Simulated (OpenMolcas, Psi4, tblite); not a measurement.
## A ladder of methods for SeO2 (SMILES O=[Se]=O)

SeO2 has 3 atoms, charge 0, and is taken as a singlet. SMILES: `O=[Se]=O`. Geometry: relaxed at PBE0-D4/def2-TZVP.

```xyz
3

O     0.4500   -1.2914    0.0948
Se   -0.5159   -0.0677   -0.2613
O     0.0659    1.3591    0.1664
```

Each level gives the dipole moment (D). The values are calculated.

Measured value to compare with: NIST CCCBDB gives the dipole moment of the gas as 2.62 D.

| level | kind | program | value (D) | computed − measured | CPU time |
| --- | --- | --- | --- | --- | --- |
| GFN2-xTB | semi-empirical | tblite | 2.99 | +0.37 | under 2 s |
| HF/def2-TZVPP | Hartree–Fock | OpenMolcas | 3.40 | +0.78 | 11 s |
| SVWN5/def2-TZVPP | LDA | OpenMolcas | 2.63 | +0.01 | 26 s |
| revPBE/def2-TZVPP | GGA | OpenMolcas | 2.55 | -0.07 | 33 s |
| M06-L/def2-TZVPP | meta-GGA | OpenMolcas | 2.67 | +0.05 | 37 s |
| PBE0/def2-TZVPP | global hybrid | OpenMolcas | 2.80 | +0.18 | 27 s |
| wB97M-V/def2-TZVPP | range-separated hybrid | Psi4 | 2.94 | +0.32 | 1.7 min |

Nearest: SVWN5/def2-TZVPP (+0.01 D); farthest: HF/def2-TZVPP (+0.78 D). The measured dipole is a vibrational average, so differences of a few hundredths of a debye mean little. Computed less measured by kind, in D (def2-TZVPP rows): semi-empirical +0.37; Hartree–Fock +0.78; LDA +0.01; GGA -0.07; meta-GGA +0.05; global hybrid +0.18; range-separated hybrid +0.32. All-electron rows without a relativistic Hamiltonian named are non-relativistic. Times are those of the runs behind each value, whatever else they computed, on shared processors of several kinds: orders of magnitude only.

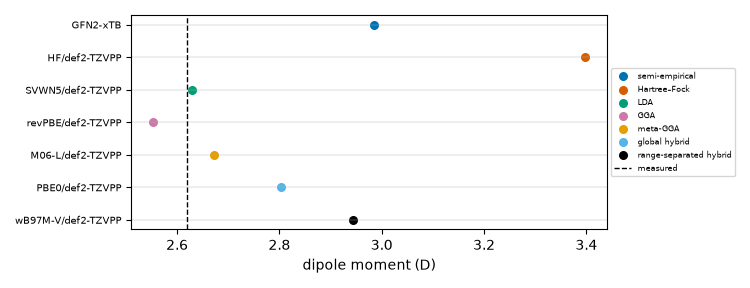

The values of the table, level by level.
